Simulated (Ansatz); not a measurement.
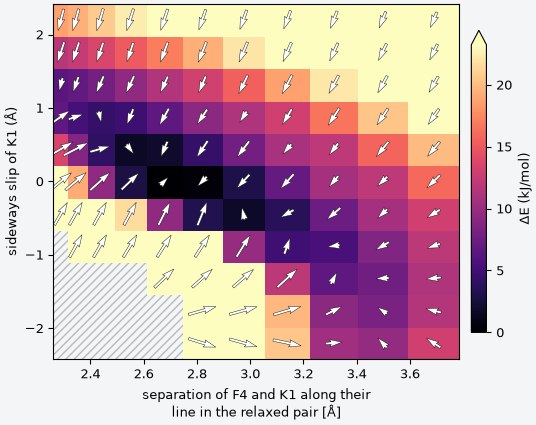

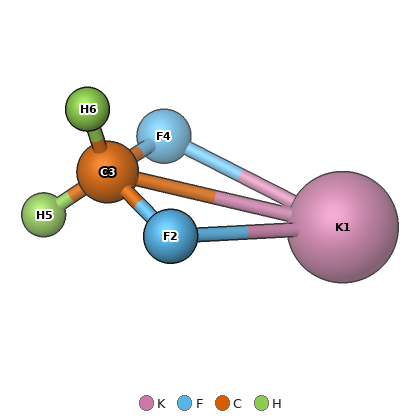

Energy landscape of CH₂F₂K, charge +1. Coordinates scanned: (1) separation of F4 and K1 along their line in the relaxed pair; (2) sideways slip of K1. Nothing is relaxed (both partners rigid). Grid: 11 × 11 points. At 15 points there is no value (left out of the scan, as a rule where atoms come close). Points are written as (first, second). Energies: kJ/mol, counted from the lowest grid point. The calculation used Ansatz, RKS CAM-B3LYP-D4/def2-SVPD.

Drawn: one coloured cell a grid point, arrows along the force (downhill), their lengths compressed, one colour for all values above the top of the scale, hatched blanks where no value was computed. The second picture is the structure at the lowest point.

> What does the map say about the system?

The lowest grid point is at (2.677 Å, 0.00 Å). No other kind of well shows on this grid. The highest grid point, (2.345 Å, −0.88 Å), lies 218.9 kJ/mol above the lowest. Round the minimum the valley is somewhat tilted: raising the first coordinate shifts the best value of sideways slip of K1 downwards (coupling k₁₂/√(k₁₁k₂₂) about 0.5).

Grid values (kJ/mol):

```tsv
second ↓, first →	2.289	2.345	2.436	2.549	2.677	2.820	2.974	3.139	3.314	3.497	3.689
2.20	18.7	19.4	20.7	22.4	24.3	26.4	28.6	30.8	33.0	35.1	37.2
1.76	11.7	12.5	13.7	15.1	16.9	19.3	22.0	24.9	27.7	30.4	33.0
1.32	6.4	6.8	7.8	9.5	11.3	13.1	15.4	18.6	22.1	25.4	28.7
0.88	6.7	5.2	4.3	4.8	6.6	9.2	11.2	13.0	16.5	20.4	24.2
0.44	13.6	8.8	4.1	1.7	2.0	4.3	7.8	10.8	12.1	15.6	19.9
0.00	27.8	19.2	9.5	2.8	0.0	0.4	3.1	7.0	10.6	12.1	15.9
−0.44	79.9	62.0	39.9	21.5	9.4	3.2	1.8	3.7	7.4	10.7	13.1
−0.88	–	218.9	151.6	92.9	50.6	23.7	9.8	4.9	5.5	8.6	11.9
−1.32	–	–	–	–	136.2	67.3	29.5	12.0	6.7	7.6	11.2
−1.76	–	–	–	–	–	109.5	48.7	19.7	9.2	8.2	11.4
−2.20	–	–	–	–	–	108.3	48.6	20.4	10.4	9.7	13.0
```

Time for the 106 points that were run: 10 min on 1 thread of Arm Neoverse V2, on a shared host.
